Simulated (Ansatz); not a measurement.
# Decaying states in the gap of CsRb2Cl3, part 2 of 3

A new crystal, CsRb2Cl3: structure, gap and complex bands. It is built by putting Rb for Li in the CsLi2Cl3 structure of space group Immm, with the volume rescaled by atomic radii. The parent structure comes from the Materials Project.

Ansatz 0.2.0; r2SCAN DFT, plane waves, PAW files (the session's first sound run).

So far. Step 2 (Relaxing the new crystal): The largest force component on a free atom ends at 0.0012 eV/Å.

The structure was built from a prototype and need not be the compound's stable phase.

## 3. Band edges

The energy window and the wavevectors of the next steps follow from the band edges, so these are searched first, off the mesh as well.

File input.yaml:

```yaml
crystal:
  lattice:
    - [-2.2588134716, 3.18352131, 8.3284946515]
    - [2.2588134716, -3.18352131, 8.3284946515]
    - [2.2588134716, 3.18352131, -8.3284946515]
  atoms:
    - { symbol: Cs, position: [0.5, 0.5, 0.0] }
    - { symbol: Rb, position: [0.8131797105, 0.8131797105, 0.0] }
    - { symbol: Rb, position: [0.1868202895, 0.1868202895, 0.0] }
    - { symbol: Cl, position: [0.3272939963, 0.8272939963, 0.5] }
    - { symbol: Cl, position: [0.6727060037, 0.1727060037, 0.5] }
    - { symbol: Cl, position: [0.0, 0.0, 0.0] }
kpoints:
  mp_grid: { grid: [6, 6, 6] }
  band_path: { path: [VBM, CBM], npoints: 30 }
scf:
  occupations: { method: fixed }
hamiltonian:
  xc: r2scan
output:
  eigenvalues: true
  write_potential: true
  write_density: true
  volumetric_format: npy
```

Started as:

```bash
$ ansatz run input.yaml --threads 2 --pin off --max-ram 4096MiB --backend cpu --events-out ev --progress --plain --runs-dir out
```

Numbers of over 12 decimals in the logs are rounded to 6 here.

Log:

```text
[...]
Crystal: 6 atoms, lattice volume = 239.560 Å³
Basis set: ecut = 500 eV, 6093 PW (Γ), FFT grids on a1−a2, a2, a2+a3, exchange–correlation on 240×288×144 points (64 copies of the dense FFT grid, shifted against one another)
Bands: 30, of which v1, the nominal top of the filled ones, is band 24 counted from 1 (23 counted from 0)
Symmetry: 8 space group operations
[...]
k-points: 46 of 216
[...]
SCF iter   1: F=—  HF=-15505.368321 eV  |F-HF|=—  |Δ(HF+E_count)|=         —  Δρ=3.59e-3  dr2=1.82e-2  dr2_τ=5.25e-3  ethr=1.77e-3  ⟨swp⟩=5.9  Hψ=5635  notcnv=0  defer=138
[...]
SCF iter   6: F=-15505.433676 eV  HF=-15505.433676 eV  |F-HF|=3.09e-8  |Δ(HF+E_count)|=   1.15e-6  Δρ=4.10e-6  dr2=6.35e-8  dr2_τ=9.12e-9  ethr=2.08e-10  ⟨swp⟩=13.4  Hψ=8094  notcnv=0
SCF 1 converged in 6 iterations: F = -15505.433676 eV  dr2 = 6.35e-8
[...]
NSCF: frozen V_eff on 46 k-points
[...]
SCF converged after 6 iterations
Free energy (F): -15505.433676 eV
[...]
Internal energy: -15505.433676 eV  (E = F + TS)
E sigma→0 (E₀):  -15505.433676 eV
Fermi energy:    0.901317 eV
[...]
--- Band table (eV; the first three rows and the last of 46) ---
  k-point 0: bands = [... 20 lower, 0.2035, 0.5962, 0.7102, 0.9013, 5.6486, 7.0681, 7.3355, 7.8309, ... 2 higher]
  k-point 1: bands = [... 20 lower, 0.1181, 0.6074, 0.6326, 0.7649, 6.2788, 7.2551, 7.8908, 8.1804, ... 2 higher]
  k-point 2: bands = [... 20 lower, 0.0405, 0.5387, 0.6191, 0.6589, 7.1915, 7.5340, 7.9614, 8.5076, ... 2 higher]
  k-point 45: bands = [... 20 lower, 0.1937, 0.4879, 0.6820, 0.8960, 6.3953, 6.4692, 7.0988, 7.8402, ... 2 higher]
```

Elapsed: 28 s, on 2 threads of Intel Xeon 6975P-C (Granite Rapids), shared host; peak memory 1.2 GiB; 55 s of CPU time.

The column dr2 measures how far the density is from self-consistency, as an energy; F and HF (Harris–Foulkes) agree once it is small.

Numbers from this step:

```yaml
fermi_energy: 0.9013 eV
gap_on_the_k_mesh: 4.747 eV
gap_on_path: 4.747 eV, by band count; negative where bands overlap
direct_gap_on_path: 4.747 eV
edge_places_on_path: 0, 0 1/A along the path
```

Levels at VBM (eV): -6.55, -6.54, -6.35, -1.08, -0.97, -0.80, -0.77, -0.76, -0.70, -0.31, -0.19, 0.00, 4.75, 6.17, 6.43, 6.93, 7.28.

The searched edges give 4.75 eV, as on the mesh.

## 4. Decaying states in the gap

This step: r2SCAN DFT, plane waves, PAW files; complex bands by layer matching along the plane's normal (Ansatz 0.2.0).

The same crystal is laid in a cell whose first two vectors span the (001) plane (indices of the standard conventional cell, whose axes can be ordered otherwise than in the bulk input). At fixed energy and wavevector in the plane the solver finds all kz, real and complex. A few wavevectors are listed, (0, 0) and (0.5, 0) in units of the plane's reciprocal vectors; the slowest state needn't be among them.

File input.yaml:

```yaml
crystal:
  lattice:
    - [4.517626943, 0.0, 0.0]
    - [0.0, 6.36704262, 0.0]
    - [2.258813472, 3.18352131, 8.328494652]
  atoms:
    - { symbol: Cs, position: [0.5, 0.5, 0.0] }
    - { symbol: Rb, position: [0.1868202895, 0.1868202895, 0.626359421] }
    - { symbol: Rb, position: [0.8131797105, 0.8131797105, 0.373640579] }
    - { symbol: Cl, position: [0.1727060037, 0.6727060037, 0.6545879926] }
    - { symbol: Cl, position: [0.8272939963, 0.3272939963, 0.3454120074] }
    - { symbol: Cl, position: [0.0, 0.0, 0.0] }
kpoints:
  mp_grid: { grid: [6, 6, 6] }
scf:
  occupations: { method: fixed }
hamiltonian:
  xc: r2scan
output:
  eigenvalues: true
  transmission:
    leads: [[0, 0]]
    kpoints: [[0.0, 0.0], [0.5, 0.0]]
    e_range: [-1.0, 5.75]
    de: 0.17
```

Log:

```text
[...]
Crystal: 6 atoms, lattice volume = 239.560 Å³
Basis set: ecut = 500 eV, 6093 PW (Γ), exchange–correlation on 144×192×288 points (64 copies of the dense FFT grid, shifted against one another)
Bands: 30, of which v1, the nominal top of the filled ones, is band 24 counted from 1 (23 counted from 0)
Symmetry: 8 space group operations
[...]
k-points: 46 of 216
[...]
SCF iter   1: F=—  HF=-15505.368727 eV  |F-HF|=—  |Δ(HF+E_count)|=         —  Δρ=3.59e-3  dr2=1.81e-2  dr2_τ=5.21e-3  ethr=1.77e-3  ⟨swp⟩=5.9  Hψ=5642  notcnv=0  defer=136
[...]
SCF iter   6: F=-15505.433676 eV  HF=-15505.433676 eV  |F-HF|=3.12e-8  |Δ(HF+E_count)|=   1.15e-6  Δρ=4.67e-6  dr2=8.37e-8  dr2_τ=1.16e-8  ethr=2.08e-10  ⟨swp⟩=13.3  Hψ=8105  notcnv=0
SCF 1 converged in 6 iterations: F = -15505.433676 eV  dr2 = 8.37e-8
[...]
transmission: 14 of 28 steps passed
transmission: 28 of 28 steps passed
SCF converged after 6 iterations
Free energy (F): -15505.433676 eV
[...]
Internal energy: -15505.433676 eV  (E = F + TS)
E sigma→0 (E₀):  -15505.433676 eV
Fermi energy:    0.901341 eV
[...]
--- Band table (eV; the first three rows and the last of 46) ---
  k-point 0: bands = [... 20 lower, 0.2035, 0.5962, 0.7102, 0.9013, 5.6486, 7.0681, 7.3355, 7.8309, ... 2 higher]
  k-point 1: bands = [... 20 lower, 0.2023, 0.5653, 0.7033, 0.8999, 5.7695, 6.8810, 7.4122, 7.8342, ... 2 higher]
  k-point 2: bands = [... 20 lower, 0.1976, 0.5104, 0.6892, 0.8973, 6.0818, 6.6558, 7.2724, 7.8388, ... 2 higher]
  k-point 45: bands = [... 20 lower, 0.0008, 0.4830, 0.6194, 0.7114, 7.0662, 8.0101, 8.0811, 8.1197, ... 2 higher]
--- Transmission ---
  basis      : 303 plane waves across, 14 finite elements along
  points     : 2, as listed
  energies   : 40 from -1.000000 to 5.630000 eV about the Fermi level, 0.170000 eV apart; the leads are filled to 2.373615 eV, and channels, transmission and decay are at 2.400000 eV
  crystal 0  : Cl3Cs1Rb2, at the sites [0, 0], period 8.3285 Å: whole cells are its period
    offset         : up to 0.0000 Å between an atom of the period and one for which it stands
    channels       : 0.000000e0 a spin
    conductance    : none, the energies end too early or step too widely for 300 K: set another output.transmission.e_range or a lower de, or, where they end at an eighth of basis.ecutwfc, a higher one
    slowest decay  : 0.4141 /Å at (0.0000, 0.0000)
```

Wall time 54 s (2 threads); peak memory 1.8 GiB; 1.8 min of CPU time.

Numbers from this step:

```
level to which the leads are filled                       : 2.374 eV from the Fermi level
decay constant at the filling level, zone centre          : 0.4141 Å⁻¹
decay constant at the filling level, slowest listed point : 0.4141 Å⁻¹
```

K parallel (0, 0); values up to 1.5 1/Å, a degenerate pair printed once or twice; energies at which all values exceed this have no row. The Im kz of the slowest decaying states by energy, zero at the highest filled level on the SCF mesh:

| energy (eV) | decay 1 (Å⁻¹) | decay 2 (Å⁻¹) | decay 3 (Å⁻¹) | decay 4 (Å⁻¹) |
| --- | --- | --- | --- | --- |
| -1.000 | 0.0943 | 0.108 | 0.529 | 0.634 |
| -0.490 | 0.226 | 0.374 | 0.451 | 0.872 |
| 0.020 | 0.289 | 0.304 | 0.427 | 0.441 |
| 0.530 | 0.377 | 0.494 | 0.583 | 0.606 |
| 1.040 | 0.413 | 0.530 | 0.64 | 0.672 |
| 1.550 | 0.426 | 0.551 | 0.667 | 0.707 |
| 2.060 | 0.423 | 0.560 | 0.679 | 0.725 |
| 2.570 | 0.407 | 0.562 | 0.681 | 0.704 |
| 3.080 | 0.379 | 0.557 | 0.653 | 0.675 |
| 3.420 | 0.351 | 0.550 | 0.616 | 0.668 |
| 3.930 | 0.291 | 0.535 | 0.553 | 0.653 |
| 4.440 | 0.189 | 0.477 | 0.515 | 0.633 |
| 4.950 | 0.381 | 0.489 | 0.607 | 0.634 |
| 5.460 | 0.238 | 0.456 | 0.573 | 0.576 |

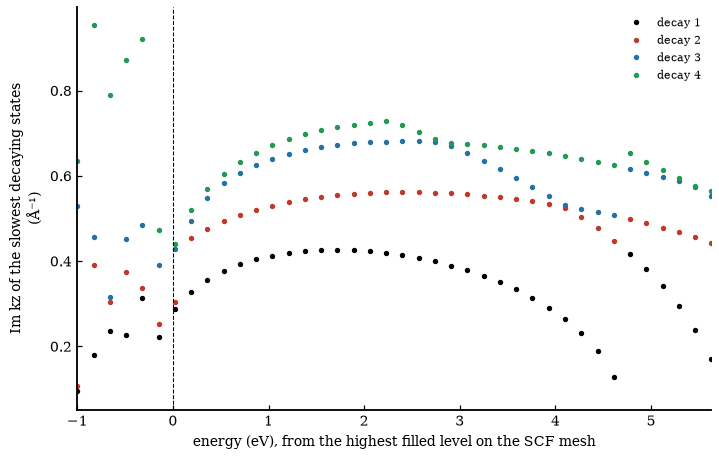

Im kz of the slowest decaying states against energy.

K parallel (0.5, 0); values up to 1.5 1/Å, a degenerate pair printed once or twice; energies at which all values exceed this have no row. Table of Im kz of the slowest decaying states by energy, zero at the highest filled level on the SCF mesh:

| energy (eV) | decay 1 (Å⁻¹) | decay 2 (Å⁻¹) | decay 3 (Å⁻¹) | decay 4 (Å⁻¹) |
| --- | --- | --- | --- | --- |
| -1.000 | 0.0640 | 0.190 | 0.786 | 1.39 |
| -0.490 | 0.262 | 0.302 | 0.632 | 1.41 |
| 0.020 | 0.337 | 0.518 | 0.730 | 1.42 |
| 0.530 | 0.431 | 0.596 | 0.786 | 1.41 |
| 1.040 | 0.482 | 0.640 | 0.797 | 1.40 |
| 1.550 | 0.516 | 0.666 | 0.790 | 1.36 |
| 2.060 | 0.538 | 0.682 | 0.772 | 1.31 |
| 2.570 | 0.554 | 0.691 | 0.746 | 1.25 |
| 3.080 | 0.564 | 0.693 | 0.713 | 1.20 |
| 3.420 | 0.568 | 0.687 | 0.692 | 1.15 |
| 3.930 | 0.571 | 0.642 | 0.688 | 1.09 |
| 4.440 | 0.571 | 0.588 | 0.681 | 1.01 |
| 4.950 | 0.522 | 0.568 | 0.676 | 0.922 |
| 5.460 | 0.436 | 0.564 | 0.696 | 0.789 |

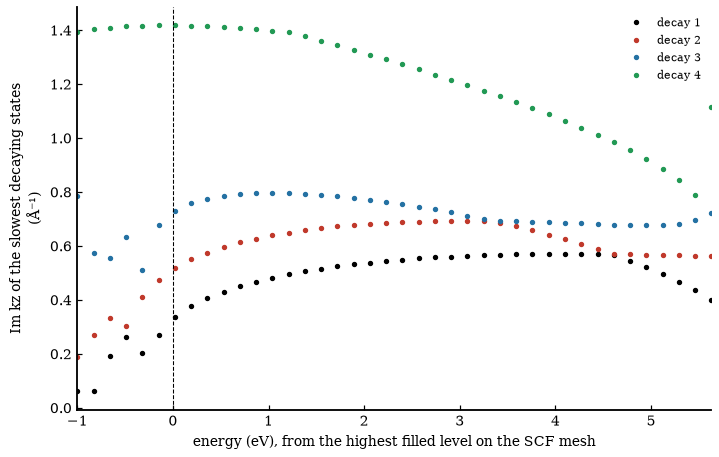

Im kz of the slowest decaying states against energy.

At the listed wavevectors the last open channel is at -0.32 eV and the next at +4.78 eV on the grid, wider than the gap, since narrow bands can fall between grid energies. At +2.40 eV, the grid energy nearest the filling level (the middle of the gap on the SCF mesh), the slowest state at the listed wavevectors decays with κ = 0.414 Å⁻¹, its amplitude falling by e over 2.4 Å. Through 1 nm of this crystal that state's transmission falls by exp(−2 × 0.414 Å⁻¹ × 10 Å) = 2.5e-4.

## 5. Band edges at another level, cutoff 930 eV

This step: r2SCAN DFT, plane waves, norm-conserving files (Ansatz 0.2.0).

The edges again with norm-conserving files, at the same atoms. Against that run the cutoff is 930 eV against 500.

File input.yaml:

```yaml
crystal:
  lattice:
    - [-2.2588134716, 3.18352131, 8.3284946515]
    - [2.2588134716, -3.18352131, 8.3284946515]
    - [2.2588134716, 3.18352131, -8.3284946515]
  atoms:
    - { symbol: Cs, position: [0.5, 0.5, 0.0] }
    - { symbol: Rb, position: [0.8131797105, 0.8131797105, 0.0] }
    - { symbol: Rb, position: [0.1868202895, 0.1868202895, 0.0] }
    - { symbol: Cl, position: [0.3272939963, 0.8272939963, 0.5] }
    - { symbol: Cl, position: [0.6727060037, 0.1727060037, 0.5] }
    - { symbol: Cl, position: [0.0, 0.0, 0.0] }
kpoints:
  mp_grid: { grid: [6, 6, 6] }
  band_path: { path: [VBM, CBM], npoints: 30 }
scf:
  occupations: { method: fixed }
hamiltonian:
  xc: r2scan
  pseudopotentials: { kind: nc }
output:
  eigenvalues: true
```

Log:

```text
[...]
Crystal: 6 atoms, lattice volume = 239.560 Å³
Basis set: ecut = 930 eV, 15417 PW (Γ), FFT grids on a1+a3, a2+a3, a3
Bands: 30, of which v1, the nominal top of the filled ones, is band 24 counted from 1 (23 counted from 0)
Symmetry: 8 space group operations
[...]
k-points: 46 of 216
[...]
SCF iter   1: F=—  HF=-4041.645317 eV  |F-HF|=—  |Δ(HF+E_count)|=         —  Δρ=3.24e-2  dr2=4.55e0  dr2_τ=6.02e-2  ethr=3.10e-3  ⟨swp⟩=6.9  Hψ=5895  notcnv=0  defer=179
[...]
SCF iter   8: F=-4039.856034 eV  HF=-4039.856033 eV  |F-HF|=7.66e-8  |Δ(HF+E_count)|=   1.78e-7  Δρ=3.95e-6  dr2=5.63e-8  dr2_τ=4.31e-9  ethr=2.08e-10  ⟨swp⟩=18.2  Hψ=10792  notcnv=0
SCF 1 converged in 8 iterations: F = -4039.856034 eV  dr2 = 5.63e-8
[...]
SCF converged after 8 iterations
Free energy (F): -4039.856034 eV
[...]
Internal energy: -4039.856034 eV  (E = F + TS)
E sigma→0 (E₀):  -4039.856034 eV
Fermi energy:    0.948561 eV
[...]
--- Band table (eV; the first three rows and the last of 46) ---
  k-point 0: bands = [... 20 lower, 0.2505, 0.6435, 0.7581, 0.9486, 5.6950, 7.1157, 7.3834, 7.8795, ... 2 higher]
  k-point 1: bands = [... 20 lower, 0.1657, 0.6547, 0.6804, 0.8123, 6.3251, 7.3027, 7.9389, 8.2288, ... 2 higher]
  k-point 2: bands = [... 20 lower, 0.0880, 0.5863, 0.6665, 0.7068, 7.2394, 7.5807, 8.0087, 8.5549, ... 2 higher]
  k-point 45: bands = [... 20 lower, 0.2407, 0.5354, 0.7299, 0.9433, 6.4425, 6.5160, 7.1456, 7.8883, ... 2 higher]
```

The job ended after 73 s (2 threads; peak memory 1.3 GiB).

This step gave:

```
free energy        : -4039.8560 eV
Fermi energy       : 0.9486 eV
gap on the k-mesh  : 4.746 eV
gap on path        : 4.746 eV, by band count; negative where bands overlap
direct gap on path : 4.746 eV
```

Levels at VBM (eV): -6.55, -6.54, -6.35, -1.08, -0.97, -0.79, -0.77, -0.76, -0.70, -0.31, -0.19, 0.00, 4.75, 6.17, 6.43, 6.93, 7.28.

The searched edges give 4.75 eV, as on the mesh.

## 6. Complex bands at another level

This step: r2SCAN DFT, plane waves, norm-conserving files; complex bands by layer matching along the plane's normal (Ansatz 0.2.0).

The complex bands at that level, over its own gap, at (0, 0) and (0.5, 0).

File input.yaml:

```yaml
crystal:
  lattice:
    - [4.517626943, 0.0, 0.0]
    - [0.0, 6.36704262, 0.0]
    - [2.258813472, 3.18352131, 8.328494652]
  atoms:
    - { symbol: Cs, position: [0.5, 0.5, 0.0] }
    - { symbol: Rb, position: [0.1868202895, 0.1868202895, 0.626359421] }
    - { symbol: Rb, position: [0.8131797105, 0.8131797105, 0.373640579] }
    - { symbol: Cl, position: [0.1727060037, 0.6727060037, 0.6545879926] }
    - { symbol: Cl, position: [0.8272939963, 0.3272939963, 0.3454120074] }
    - { symbol: Cl, position: [0.0, 0.0, 0.0] }
kpoints:
  mp_grid: { grid: [6, 6, 6] }
scf:
  occupations: { method: fixed }
hamiltonian:
  xc: r2scan
  pseudopotentials: { kind: nc }
output:
  eigenvalues: true
  transmission:
    leads: [[0, 0]]
    kpoints: [[0.0, 0.0], [0.5, 0.0]]
    e_range: [-1.0, 5.75]
    de: 0.17
```

Log:

```text
Engine: ansatz 0.2.0, x86_64-unknown-linux-gnu
Pseudopotentials: kind: nc
Pseudopotential: Cs, nc, valence charge 9, recommended cutoff 550 eV (normal), Cs.nc.azcp
Pseudopotential: Rb, nc, valence charge 9, recommended cutoff 840 eV (normal), Rb.nc.azcp
Pseudopotential: Cl, nc, valence charge 7, recommended cutoff 930 eV (normal), Cl.nc.azcp
Functional definition: r2SCAN
  parameter k0 = 0.174
  parameter k1 = 0.065
  parameter a1 = 4.9479
  exchange = r2scan_x(k0 = k0, k1 = k1, a1 = a1)
  correlation = r2scan_c
Error: memory limit exceeded: the `transmission` phase of `transmission` needs 4.67 GiB against the run's memory maximum of 4.00 GiB; largest carriers: transmission 4.29 GiB, unmodelled-tail allowance 0.30 GiB, source scf tables 0.07 GiB, source scf state 0.00 GiB; the layers of output.transmission grow with the square of the cell's cross-section: a lower cutoff or a narrower output.transmission.e_range takes less, and so, most of all in a narrow cell, does a wider de; where no e_range is typed, a fill by count is planned with a gap of 40 thermal energies
with nothing else changed it takes a maximum of at least 4.68 GiB, with nothing to spare, and 5.14 GiB leaves up to a tenth: --max-ram 5.14GiB where that set the maximum, else more of the term that did, and with no share typed, where 5.14 GiB is over 0.88 of the host's memory or its container's limit, a share of 0.88 or more that holds the maximum too (--max-ram-frac F), where one does; The budget is ten elevenths of [...]
`transmission` follows the SCF: where the deck gives it k-points, a mesh or a band count of its own, those are what to reduce (not on a resume, whose deck is fixed)
```

Elapsed: 0.29 s, on 2 threads; peak memory 0.24 GiB.

The program refused the input before any cycle.

The program's message: “Error: memory limit exceeded: the `transmission` phase of `transmission` needs 4.67 GiB against the run's memory maximum of 4.00 GiB; largest carriers: transmission 4.29 GiB, unmodelled-tail allowance …”

(Part 2 of 3 ends here.)

[Logs are printed without paths, hosts, clocks, repeated set-up lines and the standing remarks that a program may print on its own settings, such as how far it seeks lower states.]

[Hosts, paths, dates, database ids (printed as entryN), source tags and the programs' standing remarks are cut or masked in the printed files.]

[New means built here by substitution; the compound itself may be known and measured.]
